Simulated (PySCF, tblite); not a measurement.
# C5H13NO2Si: geometry, infrared bands and NMR shifts

Wanted: the infrared bands and NMR shifts of C5H13NO2Si (`C=C[C@@H](CC)O[Si@H](N)O`), by calculation.

Programs: tblite 0.8.0 and PySCF 2.14.0, with density-fitted response routines of our own. Each step states its level of theory. These are calculated values for one molecule in the gas phase, unless marked as measured. Atoms are numbered from 0 throughout.

### 1 The molecule as given

22 atoms, charge 0, multiplicity 1; geometry from: force field or distance geometry start.

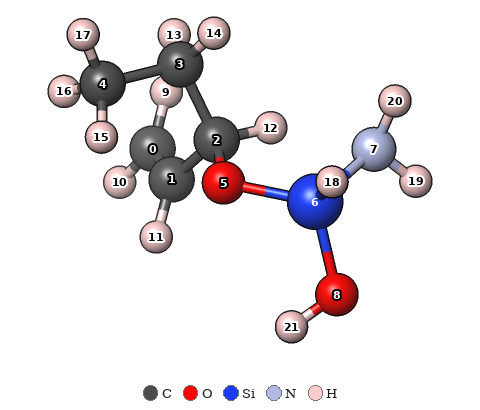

The starting geometry (carbon dark grey, oxygen red, silicon blue, nitrogen light blue, hydrogen pink), atoms numbered; sticks join atoms by distance.

### 2 Geometry optimisation with GFN2-xTB

What the job is given:

```
{"job": {"kind": "relax", "xc": "GFN2-xTB", "basis": "xTB"}, "charge": 0, "multiplicity": 1}
C     -2.106400    -1.626100    -0.058600
C     -1.130200    -1.006600     0.575200
C     -0.170900    -0.073500    -0.104300
C     -0.945900     1.010900    -0.874000
C     -1.770900     1.742500     0.183300
O      0.671900     0.499100     0.805600
Si     2.290400     0.094000     0.452100
N      2.419700    -0.715500    -1.101300
O      2.998000    -0.930400     1.645000
H     -2.316700    -1.492200    -1.113200
H     -2.750000    -2.288000     0.526800
H     -0.951100    -1.161400     1.644300
H      0.379500    -0.650600    -0.836300
H     -1.642600     0.455300    -1.546400
H     -0.273300     1.659800    -1.426700
H     -1.247400     1.821100     1.163100
H     -2.707700     1.181100     0.369600
H     -2.059700     2.703900    -0.265600
H      3.088200     1.324000     0.397300
H      3.008900    -1.576500    -1.067000
H      2.689700    -0.090500    -1.888400
H      2.516200    -0.861100     2.518800
```

Launch:

```sh
> OMP_NUM_THREADS=1 python probes_run.py task.json out
```

This one command runs all jobs of the session in turn.

The log of the run:

```text
step      E/eV     max force
  0    -820.93598    3.230
  1    -821.29849    1.623
  2    -821.46288    0.927
  3    -821.52395    0.751
  4    -821.57100    0.614
  5    -821.59968    0.586
  6    -821.63970    0.495
  7    -821.66469    0.292
  8    -821.67804    0.304
  9    -821.69031    0.375
 10    -821.70483    0.366
 11    -821.72203    0.324
 12    -821.73741    0.266
 13    -821.74854    0.227
 14    -821.75805    0.198
 15    -821.76761    0.234
 16    -821.77561    0.180
 17    -821.78216    0.171
 18    -821.78866    0.170
 19    -821.79610    0.204
 20    -821.80377    0.211
 21    -821.81043    0.189
 22    -821.81574    0.196
 23    -821.82106    0.162
 24    -821.82661    0.193
 25    -821.83086    0.135
 26    -821.83346    0.104
 27    -821.83536    0.107
 28    -821.83711    0.131
 29    -821.83881    0.127
 30    -821.84031    0.081
 31    -821.84160    0.065
 32    -821.84273    0.089
 33    -821.84420    0.107
 34    -821.84574    0.092
 35    -821.84746    0.088
 36    -821.84928    0.096
 37    -821.85104    0.103
 38    -821.85255    0.081
 39    -821.85396    0.086
 40    -821.85546    0.095
 41    -821.85714    0.099
 42    -821.85870    0.145
 43    -821.86055    0.109
 44    -821.86251    0.128
 45    -821.86443    0.102
 46    -821.86564    0.071
 47    -821.86662    0.057
 48    -821.86741    0.064
 49    -821.86838    0.088
 50    -821.86948    0.088
 51    -821.87035    0.090
 52    -821.87094    0.043
 53    -821.87138    0.060
 54    -821.87206    0.065
 55    -821.87285    0.062
 56    -821.87376    0.076
 57    -821.87480    0.084
 58    -821.87624    0.101
 59    -821.87817    0.110
 60    -821.88043    0.157
 61    -821.88303    0.206
 62    -821.88446    0.316
 63    -821.89003    0.186
 64    -821.89792    0.238
 65    -821.90621    0.680
 66    -821.91294    0.194
 67    -821.91906    0.157
 68    -821.90817    1.091
 69    -821.92825    0.205
 70    -821.93213    0.216
 71    -821.92897    0.908
 72    -821.94349    0.165
 73    -821.94685    0.226
 74    -821.95009    0.562
 75    -821.95482    0.136
 76    -821.95762    0.168
 77    -821.96206    0.110
 78    -821.96301    0.122
 79    -821.96393    0.069
 80    -821.96508    0.106
 81    -821.96587    0.099
 82    -821.96658    0.088
 83    -821.96716    0.066
 84    -821.96770    0.075
 85    -821.96822    0.059
 86    -821.96881    0.049
 87    -821.96948    0.056
 88    -821.97027    0.063
 89    -821.97115    0.061
 90    -821.97209    0.061
 91    -821.97289    0.091
 92    -821.97353    0.079
 93    -821.97410    0.080
 94    -821.97472    0.049
 95    -821.97515    0.038
 96    -821.97567    0.039
 97    -821.97607    0.041
 98    -821.97640    0.042
 99    -821.97672    0.057
100    -821.97706    0.063
101    -821.97744    0.070
102    -821.97775    0.072
103    -821.97806    0.041
104    -821.97840    0.046
105    -821.97867    0.059
106    -821.97884    0.029
107    -821.97896    0.024
108    -821.97907    0.028
109    -821.97918    0.034
110    -821.97933    0.028
111    -821.97948    0.027
112    -821.97962    0.026
113    -821.97972    0.022
114    -821.97979    0.020
115    -821.97985    0.018
116    -821.97992    0.015
117    -821.97998    0.014
118    -821.98002    0.012
119    -821.98005    0.012
120    -821.98008    0.012
121    -821.98011    0.011
122    -821.98014    0.012
123    -821.98017    0.014
124    -821.98019    0.013
125    -821.98021    0.012
126    -821.98024    0.011
127    -821.98027    0.012
128    -821.98029    0.013
129    -821.98031    0.013
130    -821.98034    0.013
131    -821.98038    0.016
132    -821.98044    0.017
133    -821.98049    0.014
134    -821.98052    0.014
135    -821.98056    0.012
136    -821.98060    0.013
137    -821.98066    0.016
138    -821.98072    0.013
139    -821.98078    0.016
140    -821.98082    0.014
141    -821.98087    0.014
142    -821.98092    0.016
143    -821.98096    0.017
144    -821.98099    0.016
145    -821.98101    0.014
146    -821.98104    0.011
147    -821.98108    0.012
148    -821.98111    0.013
149    -821.98114    0.010
```

It took 2.3 s on 1 thread of Arm Neoverse N1, shared host.

The steps of the relaxation: (not every step is listed)

```csv
step,energy from step 0 (eV),largest force (eV/Å)
0,0.0000,3.2301
1,-0.3625,1.6231
2,-0.5269,0.9270
3,-0.5880,0.7513
4,-0.6350,0.6143
5,-0.6637,0.5859
6,-0.7037,0.4946
7,-0.7287,0.2923
8,-0.7421,0.3037
21,-0.8745,0.1895
34,-0.9098,0.0922
47,-0.9306,0.0565
60,-0.9445,0.1573
73,-1.0109,0.2256
86,-1.0328,0.0494
99,-1.0407,0.0574
112,-1.0436,0.0262
125,-1.0442,0.0118
138,-1.0447,0.0132
144,-1.0450,0.0156
145,-1.0450,0.0136
146,-1.0451,0.0112
147,-1.0451,0.0124
148,-1.0451,0.0126
149,-1.0452,0.0100
```

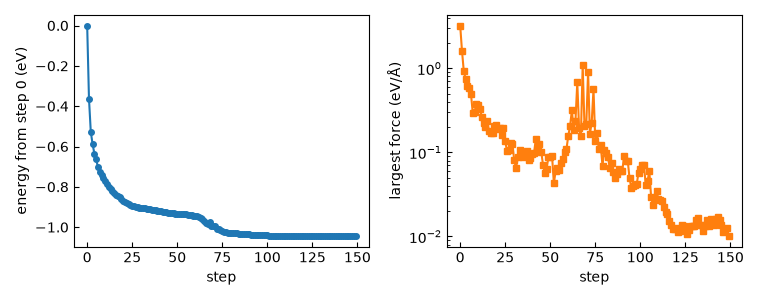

Energy and largest force along the relaxation.

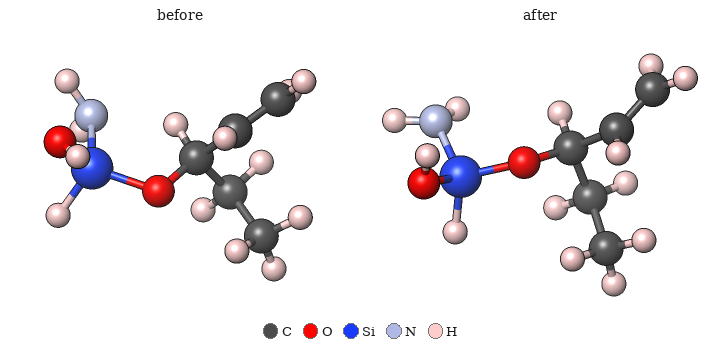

Before and after, at one scale.

Close pairs (by a distance rule), those that changed most:

```csv
bond,before (Å),after (Å),change (Å)
Si6–O8,1.724,1.618,-0.107
O5–Si6,1.705,1.620,-0.086
O8–H21,1.000,0.953,-0.047
N7–H19,1.044,1.007,-0.037
N7–H20,1.041,1.007,-0.034
C2–O5,1.366,1.399,+0.033
C4–H15,1.114,1.087,-0.027
Si6–N7,1.756,1.730,-0.026
```

The final coordinates are the input of the step that follows.

### 3 Harmonic vibrations with GFN2-xTB

What the job is given:

```
{"job": {"kind": "ir", "xc": "GFN2-xTB", "basis": "xTB"}, "charge": 0, "multiplicity": 1}
C     -2.373685    -1.957497    -0.169211
C     -1.562196    -1.107701     0.429937
C     -0.432336    -0.391679    -0.254402
C     -0.884130     0.991692    -0.757796
C     -1.353145     1.897362     0.373180
O      0.629245    -0.281380     0.649817
Si     2.153998     0.205545     0.401762
N      2.845352    -0.748190    -0.865775
O      2.953717    -0.052152     1.784052
H     -2.264387    -2.205514    -1.212809
H     -3.184926    -2.436414     0.351752
H     -1.666500    -0.873070     1.479272
H     -0.105556    -0.977640    -1.126991
H     -1.685474     0.847907    -1.484879
H     -0.034654     1.452704    -1.265864
H     -0.594298     1.939107     1.150443
H     -2.277745     1.522488     0.805476
H     -1.527662     2.904623     0.001490
H      2.276093     1.651523     0.243527
H      3.840473    -0.689715    -1.005587
H      2.384398    -0.784637    -1.759901
H      2.853008    -0.887977     2.231657
```

The log of the run:

```text
mode    cm-1     km/mol
  1      23.5      0.76
  2      45.7      0.16
  3      63.2      0.16
  4      95.1      0.33
  5     129.4      0.21
  6     178.9     33.09
  7     190.8      7.47
  8     214.5      9.16
  9     247.0      6.20
 10     257.5     10.75
 11     275.2     80.10
 12     291.6     22.29
 13     326.0     30.31
 14     372.3      1.13
 15     406.7     13.16
 16     538.8     14.29
 17     563.5    222.10
 18     681.0      1.56
 19     701.2     27.57
 20     709.2    107.46
 21     779.0     65.64
 22     802.6      1.87
 23     824.7     37.91
 24     857.0    313.23
 25     865.5    107.39
 26     896.3     39.82
 27     915.6    122.42
 28     950.9    207.31
 29     957.2     69.18
 30    1024.8     36.71
 31    1039.7     18.32
 32    1064.6     86.88
 33    1106.2      9.95
 34    1160.7    195.40
 35    1168.5     39.45
 36    1248.7      2.16
 37    1255.2      6.03
 38    1275.6      1.11
 39    1320.3     20.15
 40    1340.0      3.03
 41    1407.3      4.41
 42    1416.1      0.59
 43    1475.2      0.69
 44    1497.2      2.06
 45    1503.3      3.14
 46    1535.6     63.07
 47    1716.1      3.91
 48    2265.1    266.40
 49    2847.5     65.72
 50    2974.2     52.36
 51    2984.5     32.73
 52    3032.5     44.53
 53    3040.9     34.86
 54    3047.9     19.24
 55    3082.3     11.33
 56    3096.1     29.39
 57    3125.2     47.75
 58    3490.9      1.72
 59    3522.3      1.91
 60    3676.2     14.04
```

Run time: 1.8 s. Hardware: 1 thread of Arm Neoverse N1, shared host.

Which atoms move in the most intense modes:

| cm⁻¹ | km/mol | atoms |
| --- | --- | --- |
| 564 | 222.1 | H19 40 %, H20 36 %, N7 20 % |
| 709 | 107.5 | H18 90 % |
| 857 | 313.2 | H21 66 % |
| 866 | 107.4 | C2 18 %, N7 17 %, Si6 15 % |
| 916 | 122.4 | Si6 20 %, C2 16 % |
| 951 | 207.3 | Si6 37 %, O8 30 % |
| 1161 | 195.4 | C2 38 %, O5 30 % |
| 2265 | 266.4 | H18 97 % |

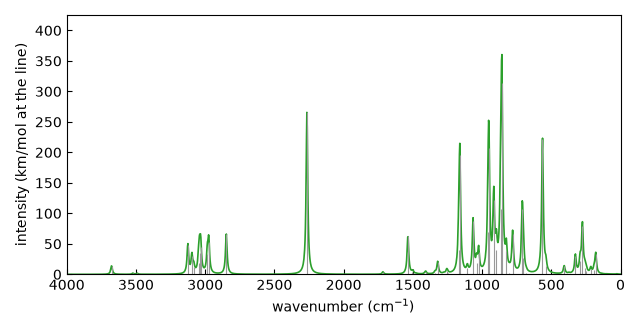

The infrared spectrum from these modes, unscaled. Lines are broadened to a width of 14 cm⁻¹ (Lorentzian).

### 4 NMR shieldings: PBE0/pcSseg-1

The job, as its differences from that of step 3:

```diff
@@ -1,2 +1,2 @@
-{"job": {"kind": "ir", "xc": "GFN2-xTB", "basis": "xTB"}, "charge": 0, "multiplicity": 1}
+{"job": {"kind": "nmr", "xc": "PBE0", "basis": "pcSseg-1"}, "charge": 0, "multiplicity": 1}
 C     -2.373685    -1.957497    -0.169211
```

With the program's defaults for keys left out, this is: GIAO PBE0/pcSseg-1 NMR shielding, non-relativistic, gas phase.

The log of the run:

```text
coarse grid: 18352 points
cycle   1  E = -692.2256399717  dE =  1.149e+00  |g| = 1.024e+00  |ddm| = 4.114e+00
cycle   2  E = -692.0499735967  dE =  1.757e-01  |g| = 1.422e+00  |ddm| = 1.821e+00
cycle   3  E = -692.4203247145  dE = -3.704e-01  |g| = 1.202e-01  |ddm| = 1.192e+00
cycle   4  E = -692.4226894518  dE = -2.365e-03  |g| = 5.257e-02  |ddm| = 1.225e-01
cycle   5  E = -692.4232392486  dE = -5.498e-04  |g| = 1.416e-02  |ddm| = 4.962e-02
cycle   6  E = -692.4232775660  dE = -3.832e-05  |g| = 4.779e-03  |ddm| = 1.425e-02
cycle   7  E = -692.4232825444  dE = -4.978e-06  |g| = 1.156e-03  |ddm| = 4.617e-03
final grid: 171216 points
cycle   8  E = -692.4947877718  dE = -4.203e-05  |g| = 1.319e-02  |ddm| = 3.223e-02
cycle   9  E = -692.4947533526  dE =  3.442e-05  |g| = 1.881e-02  |ddm| = 2.301e-02
cycle  10  E = -692.4948232494  dE = -6.990e-05  |g| = 1.487e-03  |ddm| = 1.368e-02
cycle  11  E = -692.4948237389  dE = -4.895e-07  |g| = 2.409e-04  |ddm| = 1.257e-03
cycle  12  E = -692.4948237488  dE = -9.903e-09  |g| = 1.232e-04  |ddm| = 2.750e-04
cycle  13  E = -692.4948237520  dE = -3.235e-09  |g| = 3.731e-05  |ddm| = 1.162e-04
cycle  14  E = -692.4948237524  dE = -3.122e-10  |g| = 9.666e-06  |ddm| = 3.840e-05
converged SCF energy = -692.4948237524

GIAO shielding tensors (ppm)
atom      isotropic    diamagn.    paramagn.     s11        s22        s33       span
  0 C       68.109     254.377    -186.268    -43.905     82.221    166.011    209.916
  1 C       33.826     256.905    -223.080    -88.074     44.025    145.526    233.599
  2 C      109.571     243.402    -133.831     91.112    100.524    137.079     45.967
  3 C      149.085     251.941    -102.856    132.029    148.139    167.087     35.058
  4 C      179.501     248.646     -69.144    172.848    178.986    186.669     13.821
  5 O      261.883     402.223    -140.340    222.248    236.889    326.512    104.263
  6 Si     398.404     881.625    -483.221    377.601    404.585    413.026     35.426
  7 N      238.521     319.646     -81.125    220.292    227.594    267.677     47.385
  8 O      284.522     387.760    -103.238    256.128    279.951    317.486     61.358
  9 H       26.398      32.317      -5.919     22.703     25.413     31.078      8.374
 10 H       26.366      28.772      -2.405     23.337     25.362     30.401      7.064
 11 H       25.212      33.195      -7.983     21.399     25.045     29.193      7.795
 12 H       27.202      35.380      -8.178     22.847     28.137     30.623      7.776
 13 H       30.270      33.049      -2.779     26.452     28.830     35.526      9.075
 14 H       30.012      34.550      -4.537     26.300     29.540     34.196      7.896
 15 H       30.158      32.073      -1.915     24.961     30.869     34.644      9.683
 16 H       30.648      30.580       0.068     25.576     29.585     36.782     11.206
 17 H       30.911      29.082       1.829     26.266     27.960     38.507     12.241
 18 H       26.877      31.370      -4.492     23.408     25.215     32.010      8.602
 19 H       31.021      28.596       2.425     24.213     26.435     42.417     18.204
 20 H       31.010      34.402      -3.392     23.375     28.835     40.819     17.444
 21 H       29.695      32.486      -2.791     22.145     24.337     42.603     20.457
```

Run time: 92 s. Hardware: 1 thread of Arm Neoverse N1, shared host; peak memory 1 GiB.

The references, computed at this level on geometries of the same kind, shield at (ppm): 1H TMS 31.72, 13C TMS 186.9, 29Si TMS 349.2, 15N NH3 267.7, 17O H2O 336.1. Their shielding less the atom's gives the shift. The references are single molecules in the gas phase, so shifts against H2O, NH3, PH3, H3PO4 or CFCl3 are not on the usual liquid scales and can be off by tens of ppm. Atoms listed in one row are averaged.

| atoms | environment | σ (ppm) | δ (ppm) | δ scaled to CDCl3 |
| --- | --- | --- | --- | --- |
| C1 | alkene CH | 33.8 | 153.1 | 147.5 |
| C0 | terminal =CH2 carbon | 68.1 | 118.8 | 114.0 |
| C2 | allylic sp3 CH bonded to O | 109.6 | 77.4 | 73.6 |
| C3 | sp3 CH2 | 149.1 | 37.8 | 35.0 |
| C4 | methyl carbon | 179.5 | 7.4 | 5.3 |
| H11 | hydrogen on an alkene CH | 25.21 | 6.50 | 6.24 |
| H10 | hydrogen on a terminal =CH2 carbon | 26.37 | 5.35 | 5.15 |
| H9 | hydrogen on a terminal =CH2 carbon | 26.40 | 5.32 | 5.12 |
| H18 | hydrogen on a silicon bonded to N, 2 O | 26.88 | 4.84 | – |
| H12 | hydrogen on an allylic sp3 CH bonded to O | 27.20 | 4.51 | 4.36 |
| H21 | hydrogen on an oxygen bonded to Si | 29.70 | 2.02 | – |
| H14 | hydrogen on an sp3 CH2 | 30.01 | 1.70 | 1.71 |
| H13 | hydrogen on an sp3 CH2 | 30.27 | 1.45 | 1.47 |
| H15, H16, H17 | hydrogen on a methyl carbon | 30.57 | 1.14 | 1.18 |
| H19, H20 | hydrogen on a nitrogen bonded to Si | 31.02 | 0.70 | – |
| O5 | oxygen bonded to C, Si | 261.9 | 74.2 | – |
| O8 | oxygen bonded to Si, H | 284.5 | 51.6 | – |
| Si6 | silicon bonded to N, 2 O, H | 398.4 | -49.2 | – |
| N7 | nitrogen bonded to Si, 2 H | 238.5 | 29.2 | – |

The scaled column applies a straight-line fit of computed shieldings to shifts measured in CDCl3 (root-mean-square error 0.16 ppm for H, 1.9 ppm for C).

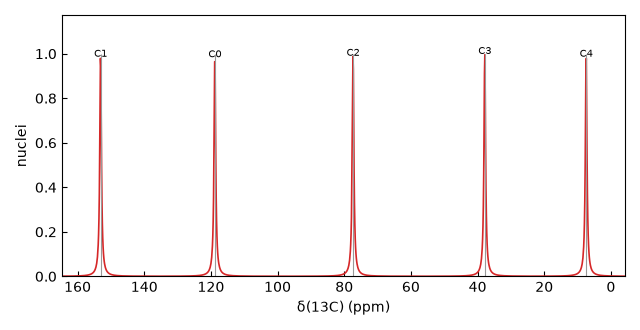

13C lines at the computed shifts, without couplings. Lines are broadened to a width of 0.58 ppm (Lorentzian).

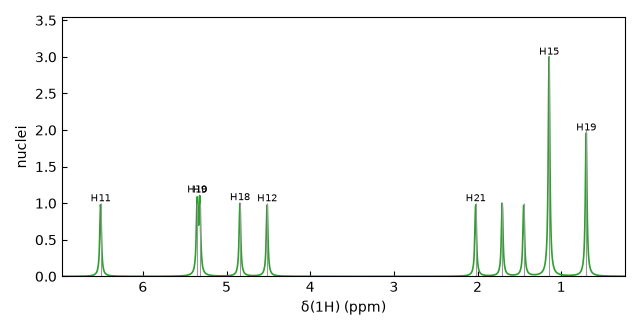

1H lines at the computed shifts, without couplings. Lines are broadened to a width of 0.02 ppm (Lorentzian).

Charges from the same density, by scheme (e):

```csv
atoms,Mulliken,IAO,Hirshfeld,ESP fit
C0,-0.13,-0.32,-0.10,-0.45
C1,-0.20,-0.13,-0.04,-0.07
C2,0.09,0.10,0.05,0.12
C3,-0.24,-0.26,-0.07,0.01
C4,-0.28,-0.42,-0.12,-0.21
O5,-0.64,-0.65,-0.22,-0.50
Si6,1.08,1.41,0.47,1.02
N7,-0.64,-0.87,-0.33,-1.04
O8,-0.55,-0.79,-0.31,-0.73
```

ESP fit charges:

C0 -0.45; C1 -0.07; C2 0.12; C3 0.01; C4 -0.21; O5 -0.50; Si6 1.02; N7 -1.04; O8 -0.73; H9 0.17; H10 0.18; H11 0.14; H12 0.09; H13 0.03; H14 0.00; H15 0.07; H16 0.06; H17 0.07; H18 -0.16; H19 0.39; H20 0.35; H21 0.45

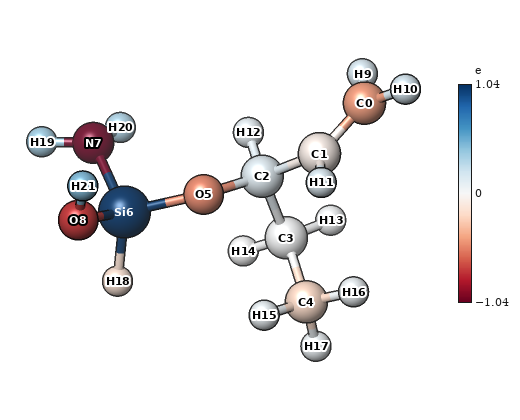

ESP fit charges, as colours on the atoms.

Mayer bond orders: C0–C1 1.97, C1–C2 1.00, C2–C3 1.02, C3–C4 1.04, C2–O5 0.84, O5–Si6 0.96, Si6–N7 1.01, Si6–O8 1.09.

### 5 Outcome

| quantity | value |
| --- | --- |
| strongest single infrared mode (GFN2-xTB) | 857 cm⁻¹, 313 km/mol |
| zero-point energy (GFN2-xTB) | 111.4 kcal/mol |
| 13C shifts against TMS (PBE0/pcSseg-1) | 153.1, 118.8, 77.4, 37.8, 7.4 ppm |
| 1H shifts against TMS (PBE0/pcSseg-1, means over atoms taken as alike) | 6.50, 5.35, 5.32, 4.84, 4.51, 2.02, 1.70, 1.45, 1.14, 0.70 ppm |
| 17O shifts against H2O (PBE0/pcSseg-1) | 74.2, 51.6 ppm |
| 29Si shifts against TMS (PBE0/pcSseg-1) | -49.2 ppm |
| 15N shifts against NH3 (PBE0/pcSseg-1) | 29.2 ppm |

**Reading.** Relaxing lowered the energy by 1.045 eV in 149 steps; the close pair that moved most is Si6–O8, from 1.724 to 1.618 Å. All 60 modes are real, so the xTB geometry is a minimum. The strongest single mode, at 857 cm⁻¹, moves mainly H21. Unscaled tight-binding wavenumbers are off by several per cent, some by more. Its intensities can rank the bands wrongly. C1 (alkene CH) lies farthest downfield among carbon, at 153.1 ppm; the olefinic region. H11 (hydrogen on an alkene CH) lies farthest downfield among hydrogen, at 6.50 ppm; olefinic region. At PBE0/pcSseg-1: The widest tensor belongs to C1: span 234 ppm, with a paramagnetic part of -223 ppm.
